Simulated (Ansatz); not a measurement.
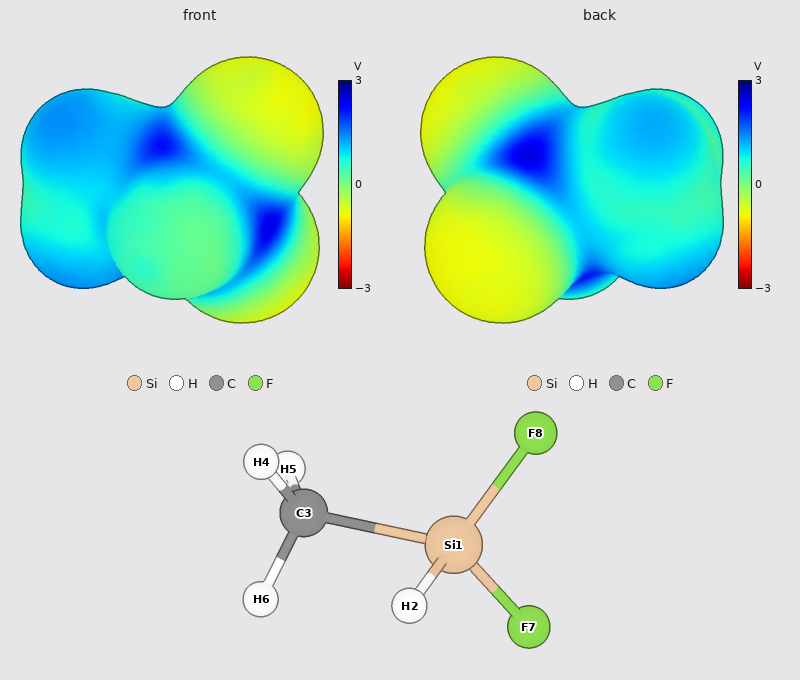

Figure 1: CH$_{4}$F$_{2}$Si. The molecular electrostatic potential painted on the density surface at 0.004 e/bohr³, seen from the front and from behind; the colour scale runs from red (negative) to blue (positive). The bare structure is drawn below in the same view.

Not at a stationary point (largest force 1.5 eV/Å).

Theory: RKS PBE-D4/def2-SVP (Ansatz 0.2.0).

```xyz
8

Si    0.1541   -0.0170    0.2539
H     0.1951   -0.2506    1.6904
C     1.9987    0.0194    0.1874
H     2.3618   -0.9604    0.5626
H     2.5249    0.2518   -0.7609
H     2.2860    0.7855    0.9372
F    -0.5789    1.3732   -0.1642
F    -0.5838   -1.2018   -0.5882
```

> Where is the surface potential most negative and most positive?

The most negative region (about −0.9 V) lies over F7 and F8, the most positive (about +2.3 V) over Si1.
